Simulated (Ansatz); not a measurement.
# SiS2: carrier doping

Base system: SiS₂ (space group Ibam, No. 72; a = 5.803 Å, b = 9.892 Å, c = 5.546 Å; made of chains).

Carriers are added at fixed cell with a uniform background; the Fermi–Dirac width is that of 300 K.

The values are results of DFT with r2SCAN, PAW potentials and a 500 eV plane-wave cutoff in Ansatz (a program for electronic structure), no spin-orbit coupling, not measurements.

Notes on the quantities. Fermi level from band edge: Fermi level relative to the doped band's edge (positive inside the band; to 0.05 eV).

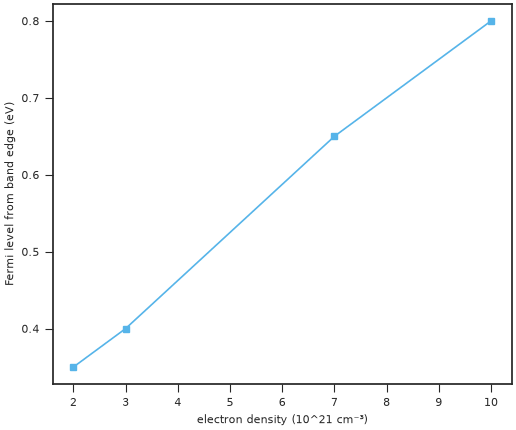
Fermi level from band edge against electron density

Question: From the plot, what is the Fermi level from band edge for electrons 2.0×10^21 cm⁻³?

Answer: About 0.35 eV.

Question: Is the trend monotonic over the range shown?

Answer: Yes, it rises throughout, spanning +0.35 eV to +0.80 eV.

Charged cell with a jellium background: band edges are those of the host's band count, energies are not comparable with the neutral cell, and many-body gap narrowing is missing. No phonon test of stability was made. No dispersion term is included, though the crystal is made of layers, chains or molecules, so its spacings can come out too wide.
